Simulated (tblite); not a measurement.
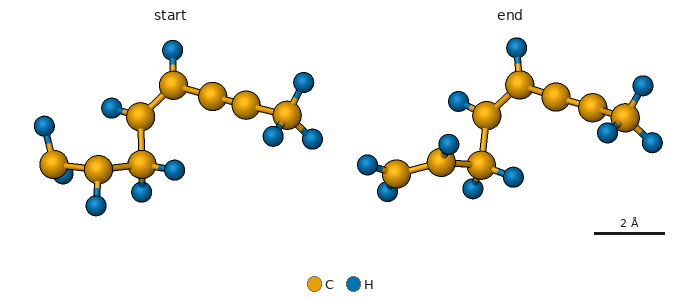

The structure of C$_{8}$H$_{10}$ (charge −1, multiplicity 2) before (left) and after (right) a relaxation, at one scale.

A ball-and-stick model, seen at a tilt.

Computed with tblite, GFN2-xTB geometry optimisation, gas phase. 

Q: Describe what moved and what it gained.

A: Over 136 geometry steps the energy falls by 2.645 eV. The largest move after the best rigid fit is that of an H atom, 1.80 Å. Largest moves by element: H 1.80 Å, C 0.46 Å. Some distances before and after: C–C 1.509 → 1.355 Å, C–C 1.319 → 1.391 Å, C–C 1.433 → 1.378 Å, C–H 1.136 → 1.084 Å. Bond angles that change, for instance: C–C–C 179.4° → 158.8°, C–C–H 106.1° → 122.4°, C–C–H 106.1° → 121.4°.
